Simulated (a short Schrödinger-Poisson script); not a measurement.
Stack: MOS inversion layer, SiO2 on p-type Ge(100), at 300 K.

| layer | material | thickness (nm) | Na (cm⁻³) |
|---|---|---|---|
| 1 | SiO2 | 0.6 | - |
| 2 | Ge | 510 | 6.5e17 |

Constants are typed, rounded textbook-type inputs, not results; the design itself was drawn at random and stands for no fabricated device. SiO2: permittivity 3.9, conduction-band edge (eV) 3.1, gap (eV) 9, electron mass (mₑ) 0.5. Ge: permittivity 16, conduction-band edge (eV) 0, gap (eV) 0.664, Nv at 300 K (cm⁻³) 6e18.

Channel valleys (confinement mass, in-plane density-of-states mass, number): L4 0.12, 0.295, 4. At the gate the conduction-band edge of layer 1 lies 3.2 eV − eVg above the Fermi level of the channel; the field vanishes at the back. Gaps are held at their typed values at every temperature. Mesh 0.03 nm at interfaces.

Solved with a short Schrödinger-Poisson script written for these runs: 1D Poisson equation in equilibrium, electrons quantum, Hartree (BenDaniel-Duke, 12 states a valley, the channel's in-plane mass for all, wave functions ending at the dielectric), parabolic valleys, classical holes, full ionisation, no traps, pinning or gate leakage.

Only gate voltages with over 1e8 electrons/cm² are shown.

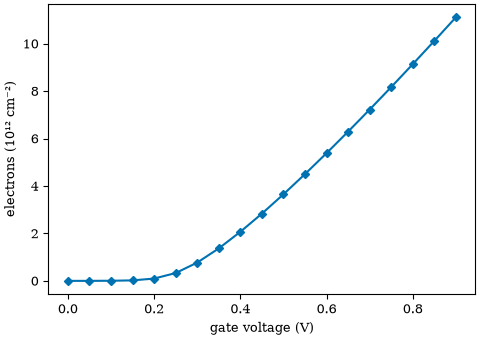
Sheet density against gate voltage

```csv
Vg (V),electrons (cm⁻²),C (μF/cm²),L4 E0 (meV),L4 E1 (meV)
0,1.72e8,0.391,290.8,379.1
0.05,8.52e8,0.375,249.3,341.8
0.1,4.29e9,0.375,207.4,303.7
0.15,2.14e10,0.436,165.7,265.7
0.2,9.70e10,0.709,126.5,230.0
0.25,3.30e11,1.27,94.6,201.6
0.3,7.71e11,1.80,72.1,182.8
0.35,1.37e12,2.16,56.6,171.0
0.4,2.07e12,2.39,45.2,163.2
0.45,2.83e12,2.56,36.2,157.9
0.5,3.65e12,2.69,28.8,154.0
0.55,4.50e12,2.79,22.5,151.1
0.6,5.38e12,2.87,16.9,148.9
0.65,6.29e12,2.94,11.8,147.2
0.7,7.22e12,3.01,7.2,145.8
0.75,8.17e12,3.06,3.0,144.7
0.8,9.14e12,3.11,-1.0,143.9
0.85,1.01e13,3.16,-4.8,143.2
0.9,1.11e13,3.20,-8.4,142.6
```

Subbands count from the Fermi level.

Only the L valleys are kept; under strong confinement the Δ valleys of Ge fill too.
